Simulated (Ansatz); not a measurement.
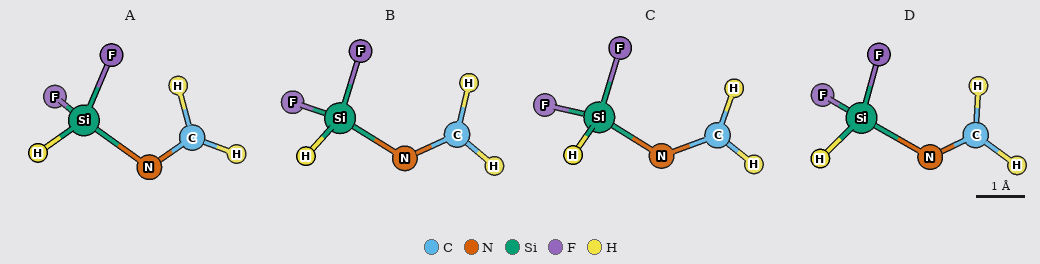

4 geometries from one relaxation of CH₃F₂NSi, in shuffled order. A ball-and-stick model, seen at a tilt.

The run prepares an end point of a later path (torsion) calculation, from a guessed geometry.

These are results of RKS PBE0-D4/def2-SVP (Ansatz), not measurements. Settings: no spin polarisation; force threshold 0.015 eV/Å; at most 40 steps.

Order the frames from highest to lowest energy.

A, D, B, C. They are steps 0, 6, 13, 22, at +12.6 kcal/mol, +1.87 kcal/mol, +0.76 kcal/mol relative to the last. An H atom moves most after the best rigid fit: 1.02 Å. By element the largest moves are H 1.02 Å, F 0.68 Å, N 0.62 Å, Si 0.18 Å, C 0.13 Å. Some distances before and after: H–Si 1.410 → 1.473 Å, C–H 1.167 → 1.109 Å, C–N 1.312 → 1.263 Å, F–Si 1.661 → 1.617 Å. Among the angles between lasting bonds that change: C–N–Si 113.1° → 126.5°, N–C–H 113.9° → 124.3°, N–C–H 130.2° → 120.3°. Groups turn about N–Si by about 60°. The energy falls by 12.6 kcal/mol in 18 accepted moves (22 points after the start). The largest force component goes from 4.5 to 0.011 eV/Å. The line search rejected the trial steps at points 2, 8, 12, 20 of the run. Cost: 2.4 min on 1 thread of Arm Neoverse N1, with other jobs on the host, peak memory 0.27 GiB.
